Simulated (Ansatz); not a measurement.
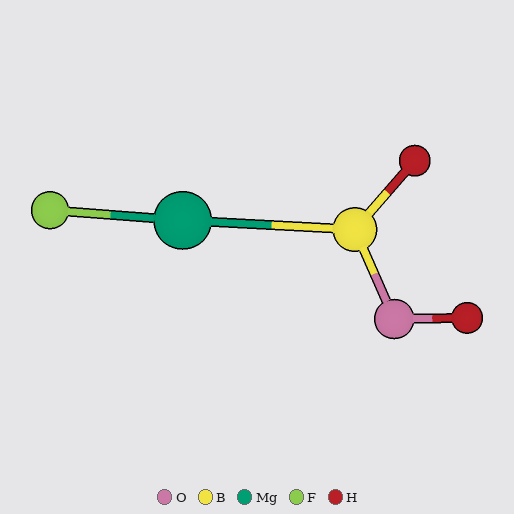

A ball-and-stick model of a molecule. Every bond is drawn as one stick, whatever its order.

**What is the molecular formula?**

BFH2MgO, 6 atoms: 1 boron, 1 fluorine, 2 hydrogen, 1 magnesium and 1 oxygen.

**How many atoms are distinct by symmetry?**

6: 1 O, 1 B, 1 Mg, 1 F, 1 H, 1 H.

More results for the same structure follow; atom numbers are the same in all pictures, views and colours differ. The geometry was computed by an optimisation with PBE0-D4/def2-TZVP. No frequency run is at hand to confirm it as a minimum.

**Charges**

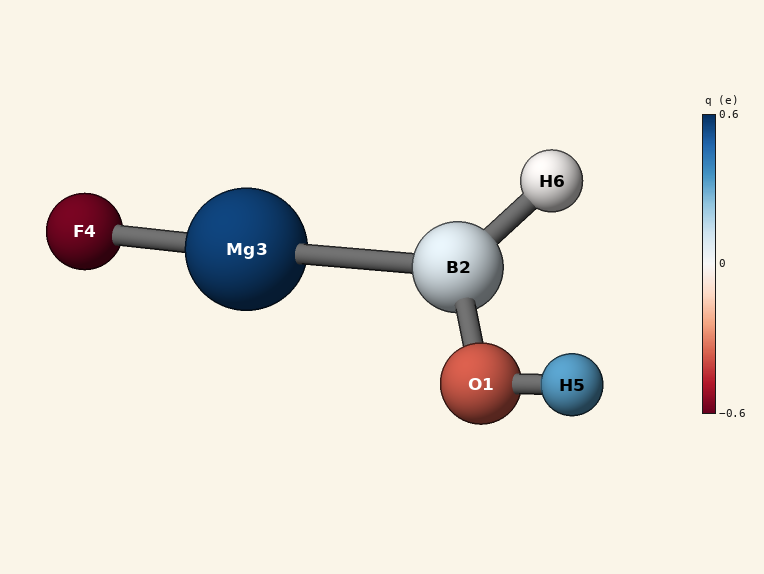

Atoms are coloured by their Mulliken charges. No frequency run is at hand to confirm it as a minimum. Method: RKS PBE0-D4/def2-TZVP (Ansatz 0.2.0).

**Which atom carries the highest charge (most positive or least negative)?**

Mg3 (0.55 e).

**And the lowest?**

F4 (−0.57 e).

List the Mulliken charges.

```tsv
atom	value (e)
O1	−0.36
B2	0.07
Mg3	0.55
F4	−0.57
H5	0.33
H6	−0.01
```

**Dipole moment**

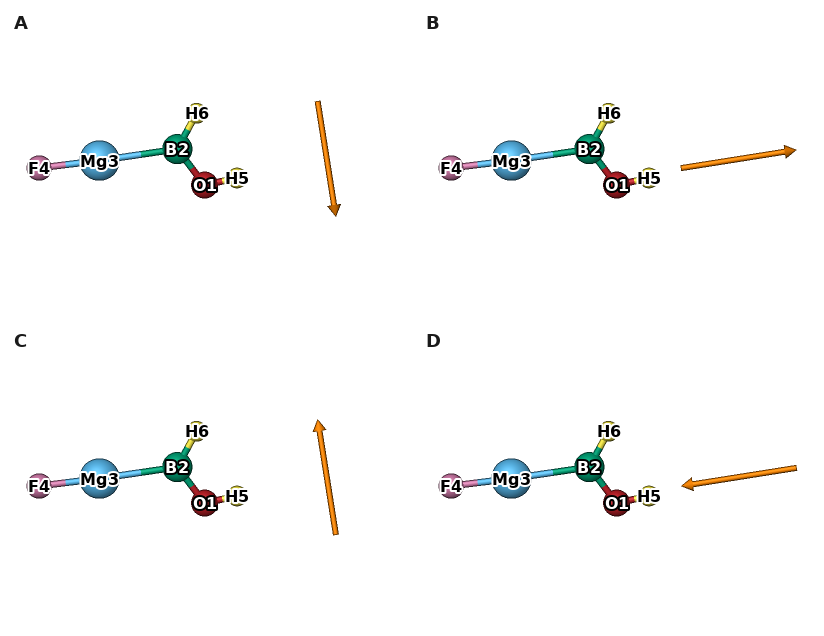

The same molecule four times, each with an arrow. No frequency run is at hand to confirm it as a minimum. Method: RKS PBE0-D4/def2-TZVP (Ansatz 0.2.0).

**Which arrow points along the dipole moment, from the negative to the positive end?**

B. The dipole moment is 3.90 D; it points from the side of F4 to the side of H5 (the outermost atoms at the two ends).

**Electronic properties**

No frequency run is at hand to confirm it as a minimum. Properties computed with RKS PBE0-D4/def2-TZVPP (Ansatz 0.2.0).

**Estimate the LUMO energy (Kohn–Sham orbital).**

−1.37 eV.

**What is the HOMO energy (Kohn–Sham orbital)?**

−6.67 eV.

Mulliken values depend strongly on the basis set and can even reverse the polarity of a bond.
